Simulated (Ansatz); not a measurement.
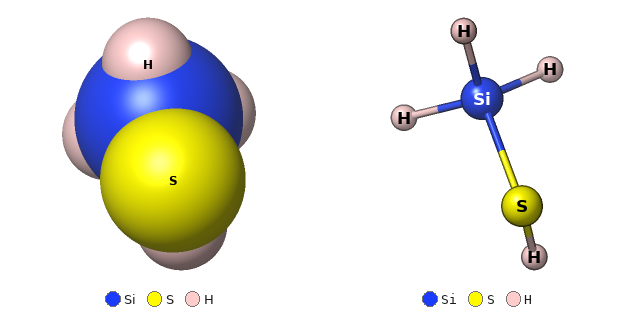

The same structure drawn twice, from different directions.

What does the picture show?

The molecule is H₄SSi. As SMILES it reads `[SiH3]S`. It has no ring. Among its groups: Si–H bond. This geometry has Cs symmetry. Coordination: 1 Si tetrahedral; 1 S bent.

The parts below concern this one geometry. Atoms keep their numbers from picture to picture. The geometry was computed by an optimisation with PBE0-D4/def2-TZVP.

Shape

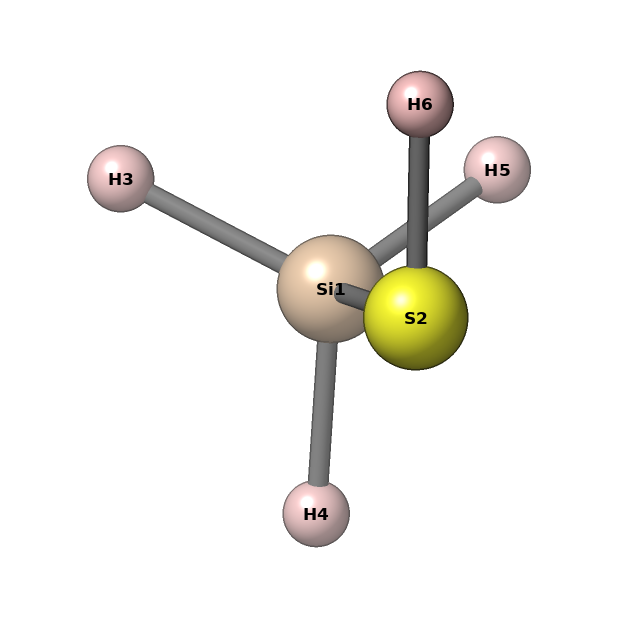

Si1 lies behind S2. The molecule seen a little off the S2–Si1 bond, S2 in front. Atoms fade into the background with distance from the viewer.

> What is the torsion angle H6–S2–Si1–H3? The sign is positive where the front bond must turn clockwise to cover the back bond.

−61°, synclinal (gauche).

Vibrations

Harmonic vibrations computed with RKS PBE0-D4/def2-TZVP (Ansatz 0.2.0) at a stationary point of the same level.

> How many vibrational modes are there, and where do they lie?

12 modes: 190, 515, 536, 625, 813, 924, 931, 960, 2229, 2233, 2254, 2710 cm⁻¹.

Dipole moment

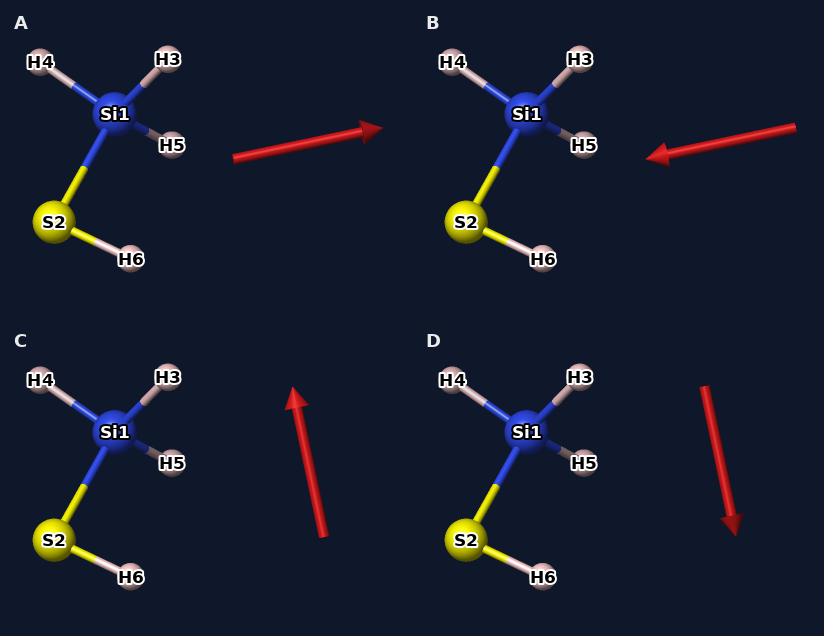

The same molecule four times, each with an arrow. Method: RKS B3LYP-D4/def2-TZVPP (Ansatz 0.2.0).

> Which arrow points along the dipole moment, from the negative to the positive end?

A. The dipole moment is 0.99 D; it points from the side of S2 to the side of H3, H5 (the outermost atoms at the two ends).

Charges

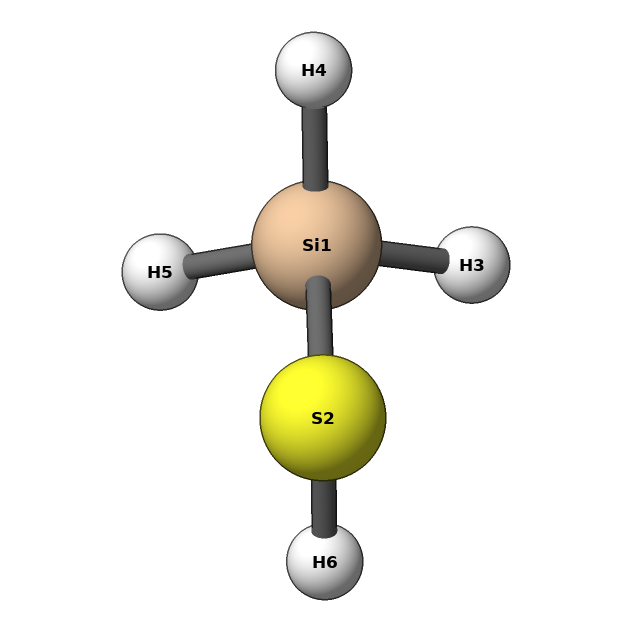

The questions are on Mulliken charges. Method: RKS ωB97M-V/def2-TZVPP (Ansatz 0.2.0).

> Which atom carries the highest charge (most positive or least negative)?

Si1 (0.19 e).

> And the lowest?

S2 (−0.25 e).

List the Mulliken charges.

| atom | value (e) |
| --- | --- |
| Si1 | 0.19 |
| S2 | −0.25 |
| H3 | −0.02 |
| H4 | −0.01 |
| H5 | −0.02 |
| H6 | 0.11 |

Mulliken values depend strongly on the basis set and can even reverse the polarity of a bond.
